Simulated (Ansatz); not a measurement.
# Fields on a plane of SnS2 (CdI2 type)

```
SnS2
1.0
    3.62607     0.00000     0.00000
   -1.81304     3.14027     0.00000
    0.00000     0.00000     5.57286
Sn S
1 2
Cartesian
  0.00000   0.00000   0.00000
  0.00000   2.09351   1.47377
  1.81304   1.04676   4.09909
```

The slice is a (1 -1 0 0) plane (indices of the conventional cell) through the point (0.333, 0.667, 0.265) (fractional), spanned by u = [110] and v = [001] in vectors of this cell: u (3.63 Å) and v (5.57 Å, at 90° to u). It covers one period; positions are fractions (u, v).

Atoms on it: S at (0.00, 0.00).

Method: PBEsol-D3(BJ) (plane waves to 420 eV, PAW, scalar-relativistic; Ansatz, a quantum-chemistry and plane-wave program). k mesh 11×11×6. Inside the PAW spheres the values are not all-electron values, and peaks at nuclei hang on which shells count as valence. SnS2 was relaxed with its symmetry unable to fall.

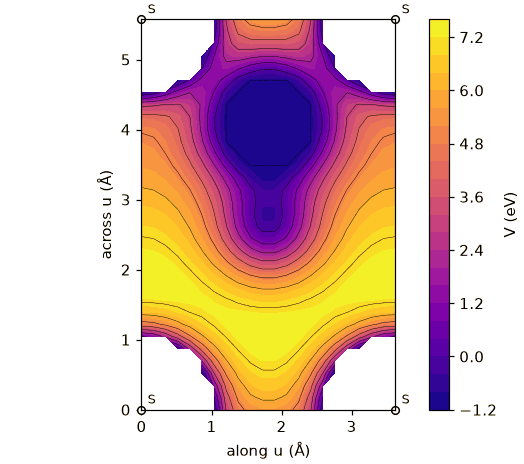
Fig. 1. Electrostatic potential energy of an electron, from the cell's mean, in eV, one period of the plane, atoms marked. Points within 1 Å of a nucleus are left white, as the pseudised field means little there. Values under -1 eV are set to -1. The zero, the cell's mean, hangs on the PAW cores.

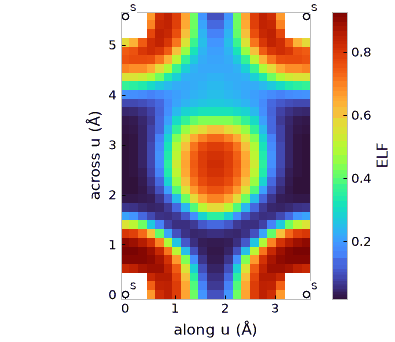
Figure. Electron localisation function (ELF), one period of the plane, atoms marked. Points within 0.5 Å of a nucleus are left white, as the pseudised field means little there.
